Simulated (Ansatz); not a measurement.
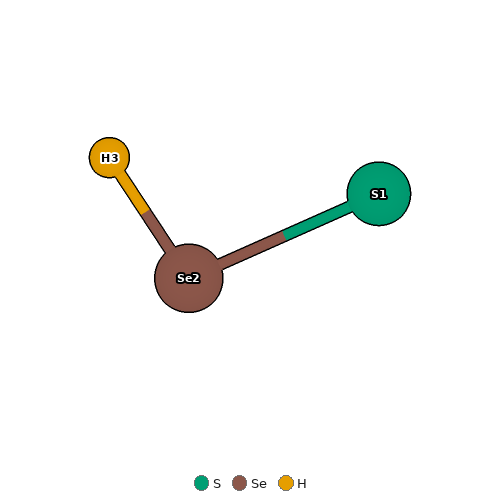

The system is HSSe, SMILES [S][SeH], spin multiplicity 2; the picture shows the reference structure. First axis: angle S1–Se2–H3 (carried through 180). Second axis: change of the bonds Se2–S1, Se2–H3, all alike. Nothing is relaxed (all other coordinates rigid). The scan uses a 15 × 15 grid; 120 points were computed and 105 follow by symmetry. Points are written as (first, second). Energies: kcal/mol, counted from the relaxed molecule at the same level. In part of the range the unrestricted reference is strongly spin-contaminated. Computed with UHF/def2-TZVP in Ansatz 0.2.0.

Its coordinates:

```xyz
3

S     1.1235   -0.9611    0.5140
Se   -0.6527   -0.2328   -0.3821
H    -0.4708    1.1940   -0.1319
```

Range: angle S1–Se2–H3 (carried through 180) from 81.1 to 278.9°; change of the bonds Se2–S1, Se2–H3, all alike from −0.197 to 0.304 Å.

**Predict the map.**

The lowest grid point is at (95.3°, 0.018 Å), 0.42 kcal/mol from the relaxed molecule at the same level; the map holds 2 wells of about this depth. It is the only kind of minimum in the scanned range. The highest grid point, (180.0°, −0.197 Å), lies 107 kcal/mol above the lowest. On the interpolated surface the easiest way out of the lowest well to a well of about the same depth near (264.7°, 0.018 Å) passes a barrier of about 64 kcal/mol.

```csv
"second ↓, first →",81.1,95.3,109.4,123.5,137.6,151.8,165.9,180.0,194.1,208.2,222.4,236.5,250.6,264.7,278.9
0.304,33,29,32,39,48,56,62,64,62,56,48,39,32,29,33
0.268,28,24,26,34,45,55,61,64,61,55,45,34,26,24,28
0.233,23,19,21,30,42,54,61,64,61,54,42,30,21,19,23
0.197,19,14,17,25,38,52,62,65,62,52,38,25,17,14,19
0.161,15,10,13,21,35,51,62,66,62,51,35,21,13,10,15
0.125,12,6,9,18,32,50,63,67,63,50,32,18,9,6,12
0.089,9,4,6,15,29,49,64,69,64,49,29,15,6,4,9
0.054,8,2,4,13,28,48,66,71,66,48,28,13,4,2,8
0.018,7,0,2,11,27,47,68,75,68,47,27,11,2,0,7
−0.018,8,1,2,11,27,48,69,77,69,48,27,11,2,1,8
−0.054,10,2,3,13,28,49,72,80,72,49,28,13,3,2,10
−0.089,14,5,6,15,31,53,76,84,76,53,31,15,6,5,14
−0.125,19,10,11,20,36,58,81,90,81,58,36,20,11,10,19
−0.161,28,18,18,27,43,65,88,98,88,65,43,27,18,18,28
−0.197,39,28,28,37,53,75,97,108,97,75,53,37,28,28,39
```

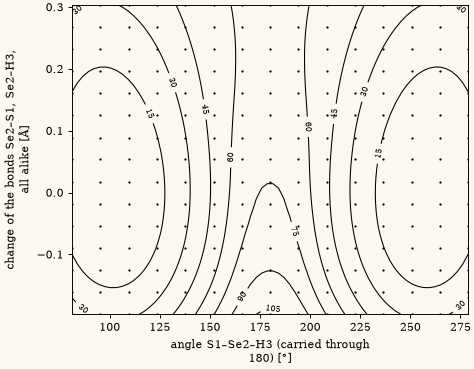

In the figure: contour lines labelled in kcal/mol, dots at the grid points. Between grid points the surface is interpolated.

Each point was launched as `ansatz run input.yaml --threads 1 --pin off --max-ram 2560MiB --backend cpu --events-out ev --progress --plain --runs-dir out`. Time for the 120 points that were run: 34 min on 1 thread of Arm Neoverse N1, with other jobs on the host.
